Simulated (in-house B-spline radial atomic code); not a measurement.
**Sn⁵⁺: binding energies from hole states**

How much more does a second hole in Sn⁵⁺ cost because of the first?

Method: Dirac-Hartree-Fock, average of configuration, Fermi nucleus, basis-set limit. Code: in-house B-spline radial atomic code version 1.

## 1. The system

| Quantity | Value |
| --- | --- |
| element | tin (Z = 50) |
| charge | +5 |
| electrons | 45 |
| configuration | [Kr] 4d9 |
| Hamiltonian | Dirac-Coulomb |
| nucleus | Fermi, rms radius 4.652 fm |

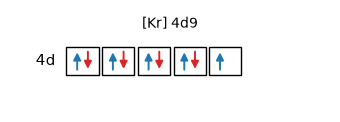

The shells outside the core, filled by Hund's rule for the drawing.

The boxes draw the filling by Hund's rule, which heavy ions in jj coupling don't follow; these runs average over all states of the configuration.

The run's settings:

```ini
Z = 50
electrons = 45.0
configuration = [Kr] 4d9
hamiltonian = dirac
method = hf
spin_polarised = False
nucleus = fermi
rms_radius = 4.6519
mass_number = 120
atomic_mass = 119.902202557
speed_of_light = 137.035999084
```

From the earlier run of the reference: total energy -6170.126788 hartree. Levels, eight at most:

```
orbital  occupation  energy (eV)  <r> (bohr)
  3p3/2           4      -806.29      0.3394
  3d3/2           4      -583.51      0.3117
  3d5/2           6      -574.65      0.3152
  4s1/2           2      -222.03      0.8175
  4p1/2           2      -177.19      0.8606
  4p3/2           4      -169.13      0.8861
  4d3/2         3.6      -97.363       1.027
  4d5/2         5.4      -96.163       1.039
```

Single holes known from earlier runs (ΔSCF): 1s 29372.5 eV, 2p1/2 4243.88 eV, 3s 965.15 eV, 3p1/2 837.24 eV, 3p3/2 794.14 eV, 4p1/2 174.78 eV, 4p3/2 166.90 eV, 4d 95.011 eV.

## 2. The 2p1/2 and 2p1/2 holes

In configurations, a minus sign after the shell means j = l − 1/2 and a plus sign j = l + 1/2; the count of electrons follows.

The run's settings:

```ini
Z = 50
electrons = 43.0
configuration = 1s2 2s2 2p+4 3s2 3p6 3d10 4s2 4p6 4d9
hamiltonian = dirac
method = hf
spin_polarised = False
nucleus = fermi
rms_radius = 4.6519
mass_number = 120
atomic_mass = 119.902202557
speed_of_light = 137.035999084
```

## 3. The 3p3/2 and 4p3/2 holes

Changes to the settings of step 2:

```diff
@@ -2,3 +2,3 @@
 electrons = 43.0
-configuration = 1s2 2s2 2p+4 3s2 3p6 3d10 4s2 4p6 4d9
+configuration = 1s2 2s2 2p6 3s2 3p-2 3p+3 3d10 4s2 4p-2 4p+3 4d9
 hamiltonian = dirac
```

## 4. The 3s and 4p3/2 holes

Changes to the settings of step 3:

```diff
@@ -2,3 +2,3 @@
 electrons = 43.0
-configuration = 1s2 2s2 2p6 3s2 3p-2 3p+3 3d10 4s2 4p-2 4p+3 4d9
+configuration = 1s2 2s2 2p6 3s1 3p6 3d10 4s2 4p-2 4p+3 4d9
 hamiltonian = dirac
```

## 5. The 3p1/2 and 4d holes

Changes to the settings of step 4:

```diff
@@ -2,3 +2,3 @@
 electrons = 43.0
-configuration = 1s2 2s2 2p6 3s1 3p6 3d10 4s2 4p-2 4p+3 4d9
+configuration = 1s2 2s2 2p6 3s2 3p-1 3p+4 3d10 4s2 4p6 4d8
 hamiltonian = dirac
```

## 6. The 4p1/2 and 4d holes

Changes to the settings of step 5:

```diff
@@ -2,3 +2,3 @@
 electrons = 43.0
-configuration = 1s2 2s2 2p6 3s2 3p-1 3p+4 3d10 4s2 4p6 4d8
+configuration = 1s2 2s2 2p6 3s2 3p6 3d10 4s2 4p-1 4p+4 4d8
 hamiltonian = dirac
```

## 7. The 1s and 2p1/2 holes

Changes to the settings of step 6:

```diff
@@ -2,3 +2,3 @@
 electrons = 43.0
-configuration = 1s2 2s2 2p6 3s2 3p6 3d10 4s2 4p-1 4p+4 4d8
+configuration = 1s1 2s2 2p-1 2p+4 3s2 3p6 3d10 4s2 4p6 4d9
 hamiltonian = dirac
```

Q: What does each hole state cost in eV, and how does that compare with the orbital energies or single holes?

As calculated:

| two holes | ΔSCF (eV) | less the two single holes (eV) |
| --- | --- | --- |
| 2p1/2 and 2p1/2 | 8653.58 | 165.82 |
| 3p3/2 and 4p3/2 | 985.44 | 24.40 |
| 3s and 4p3/2 | 1158.26 | 26.22 |
| 3p1/2 and 4d | 956.39 | 24.13 |
| 4p1/2 and 4d | 290.63 | 20.84 |
| 1s and 2p1/2 | 33844.2 | 227.88 |

What this shows: Two holes cost more than the sum of each, because the second electron leaves a more charged ion. The excess runs from 20.8 eV (4p1/2 and 4d) to 227.9 eV (1s and 2p1/2); it tends to be largest where both holes are compact. Two partly filled shells share a symmetry and can mix in the average, which may lower the energy, in these hole states: 3p3/2 and 4p3/2. Values are for the free ion, measured from the vacuum level.
